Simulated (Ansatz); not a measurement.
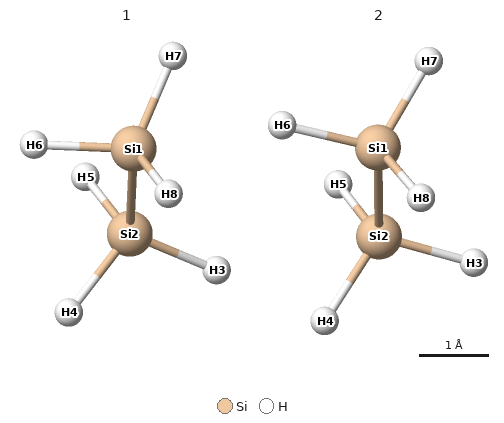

Two geometries of Si₂H₆, drawn at one scale. One is the start of a relaxation, the other its converged end. A ball-and-stick model, seen from a free direction.

Method: RKS r2SCANh/def2-SVP (Ansatz). Set-up: no spin polarisation; force threshold 0.03 eV/Å; at most 50 steps.

Which geometry has the lower energy?

Structure 2 is the relaxed one. The run prepares an end point of a later path (reaction) calculation, from a guessed geometry. The energy falls by 21.1 kJ/mol in 3 geometry steps. The largest force component goes from 1.4 to 0.015 eV/Å. The atom that moves furthest after the best rigid fit is H6 (0.48 Å). Largest moves by element: H 0.48 Å, Si 0.11 Å. Some distances before and after: Si1–Si2 2.243 → 2.345 Å, Si1–H6 1.465 → 1.492 Å, Si1–H7 1.487 → 1.492 Å. Bond angles that change, for instance: Si2–Si1–H6 90.1° → 109.6°, Si1–Si2–H3 119.2° → 110.8°, Si2–Si1–H8 116.5° → 110.5°. The run took 13 s on 1 thread of Arm Neoverse V1, on a shared host, peak memory 0.13 GiB.
